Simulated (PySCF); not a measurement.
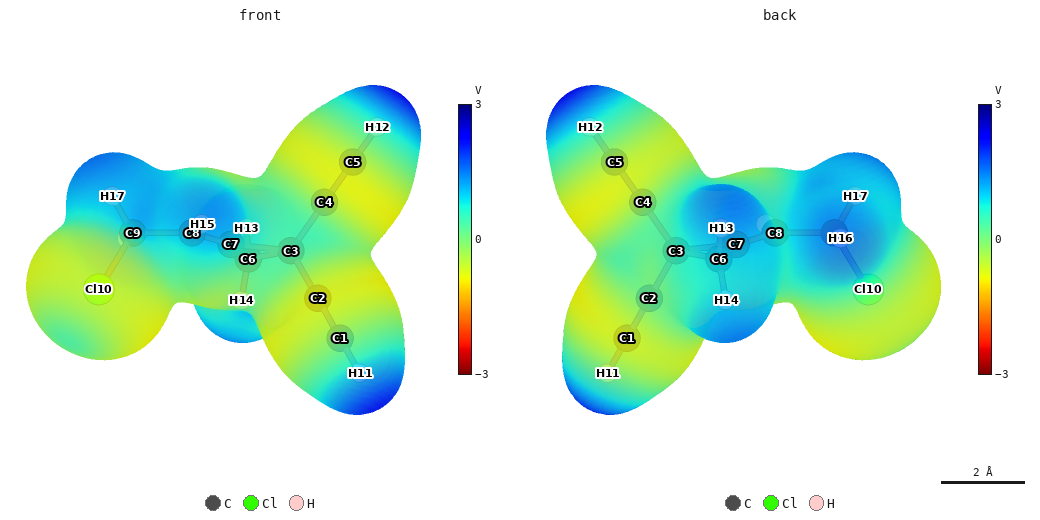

C9H7Cl. The electrostatic potential painted on the density surface at 0.004 e/bohr³, seen from the front and from behind; the colour scale runs from red (negative) to blue (positive).

Geometry: GFN2-xTB.

These are results of PySCF, PBE0/pcSseg-1, SCF density, gas phase, non-relativistic, not measurements.

Input

```
{"job": {"kind": "nmr", "xc": "PBE0", "basis": "pcSseg-1"}, "charge": 0, "multiplicity": 1}
C     -2.421845    -2.024042    -0.698026
C     -1.824788    -1.046590    -0.348928
C     -1.107462     0.121019     0.077836
C     -1.662304     1.360231    -0.387910
C     -2.129828     2.392441    -0.775568
C     -0.437769     0.095860     1.461660
C      0.363616     0.019465     0.245574
C      1.533373    -0.058961    -0.339666
C      2.812490    -0.147321     0.418989
Cl     3.530716    -1.784928     0.206136
H     -2.944371    -2.879015    -1.006681
H     -2.540226     3.295536    -1.115989
H     -0.439128     1.015475     2.031198
H     -0.563629    -0.797804     2.057796
H      1.610577    -0.098269    -1.417915
H      2.660583    -0.008644     1.488536
H      3.552997     0.557579     0.041436
```

Command:

```sh
OMP_NUM_THREADS=1 python probes_run.py task.json out
```

### Describe the electrostatic potential map.

The most negative region (about −0.9 V) lies over the C and Cl atoms, the most positive (about +2.1 V) over H11 and H12. Cl10 shows a σ-hole: about +0.4 V at the tip opposite its bond, against about −0.7 V on its flanks.

### How polar is the molecule by this calculation?

Its dipole moment is 1.90 D.
